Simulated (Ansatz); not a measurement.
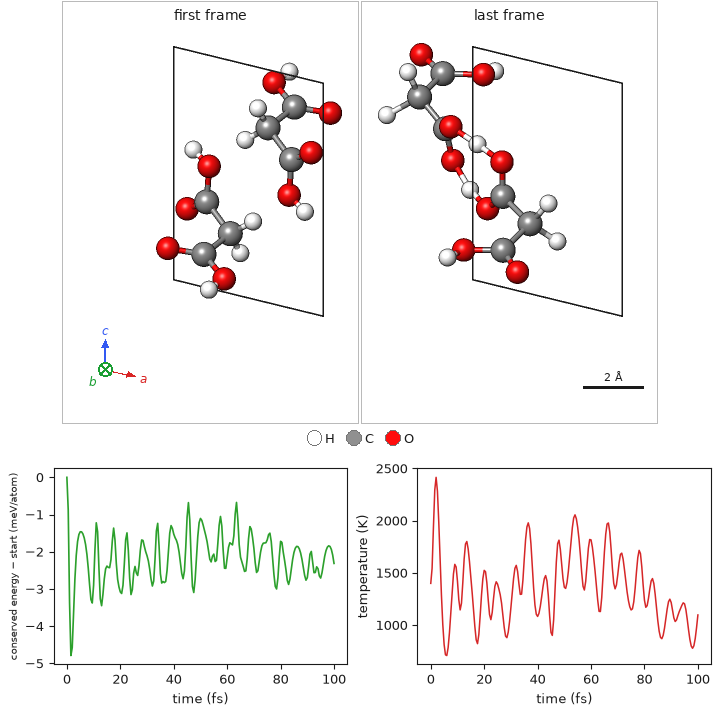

Molecular dynamics of a 22-atom cell of H4C3O4 (set up in P-1), 100 fs long. The picture is a ball-and-stick view of the simulation cell, seen along the b axis.

Theory: DFT PBE, scalar-relativistic, plane waves, PAW (Ansatz 0.2.0). Set-up: plane-wave cutoff 420 eV; k-point mesh 2 × 2 × 1; Fermi-Dirac smearing 0.05 eV; low-accuracy preset; Nosé-Hoover thermostat (NVT); set temperature 1400 K; time step 0.5 fs; thermostat time 10.0 fs.

The input:
```yaml
accuracy: low
crystal:
  lattice:
    - [5.1539, 0.0, 0.0]
    - [-0.490856, 5.301324, 0.0]
    - [-1.601484, -2.688825, 7.545513]
  atoms:
    - { symbol: H, position: [0.5589, 0.7986, 0.8201] }
    - { symbol: H, position: [0.4411, 0.2014, 0.1799] }
    - { symbol: H, position: [0.4739, 0.9237, 0.671] }
    - { symbol: H, position: [0.5261, 0.0763, 0.329] }
    - { symbol: H, position: [0.769, 0.468, 0.01] }
    - { symbol: H, position: [0.231, 0.532, 0.99] }
    - { symbol: H, position: [0.873, 0.645, 0.425] }
    - { symbol: H, position: [0.127, 0.355, 0.575] }
    - { symbol: C, position: [0.7836, 0.7138, 0.63496] }
    - { symbol: C, position: [0.2164, 0.2862, 0.36504] }
    - { symbol: C, position: [0.8024, 0.1514, 0.86353] }
    - { symbol: C, position: [0.1976, 0.8486, 0.13647] }
    - { symbol: C, position: [0.6262, 0.8894, 0.74696] }
    - { symbol: C, position: [0.3738, 0.1106, 0.25304] }
    - { symbol: O, position: [0.04351, 0.19254, 0.87537] }
    - { symbol: O, position: [0.95649, 0.80746, 0.12463] }
    - { symbol: O, position: [0.66686, 0.32231, 0.94756] }
    - { symbol: O, position: [0.33314, 0.67769, 0.05244] }
    - { symbol: O, position: [0.9147, 0.56262, 0.68546] }
    - { symbol: O, position: [0.0853, 0.43738, 0.31454] }
    - { symbol: O, position: [0.7674, 0.7436, 0.48014] }
    - { symbol: O, position: [0.2326, 0.2564, 0.51986] }
basis:
  ecutwfc: 420.0
kpoints:
  mp_grid: { grid: [2, 2, 1] }
hamiltonian:
  xc: pbe
scf:
  occupations: { method: fermi_dirac, width: 0.05 }
  lower_state_search: "off"
md:
  timestep: 0.5
  n_steps: 200
  ensemble: nvt_nose_hoover
  temperature: 1400.0
  initial_velocities: maxwell_boltzmann
  seed: 176556
  nose_hoover: { tau: 10.0, chain_length: 1 }
```

Run as
```bash
ansatz run input.yaml --threads 1 --pin off --max-ram 3072MiB --backend cpu --events-out ev --progress --plain --runs-dir out
```

### How well is the energy conserved, and can the run be trusted?

The conserved quantity stays between −4.8 and 0 meV per atom of its start. A straight-line fit has a slope that amounts to +0.26 meV per atom over 100 fs (0.2 % of the mean kinetic energy), and the ripple about it is 1.6 % of the kinetic energy's fluctuation. With a drift under 2 % and a ripple under 7 %, the integration is accurate. The thermostat's time constant is so short that it disturbs the motion. Over the second half the temperature averages 1373 K (spread ±317 K). The potential energy is still drifting at the end, so the run hasn't reached equilibrium. The potential energy in the second half lies on average 27.9 meV per atom above the first frame.

Limits of the set-up: the program's low-accuracy preset was used.

The run took 7.1 min on 1 thread of Arm Neoverse V1, with other jobs on the host, peak memory 0.44 GiB.
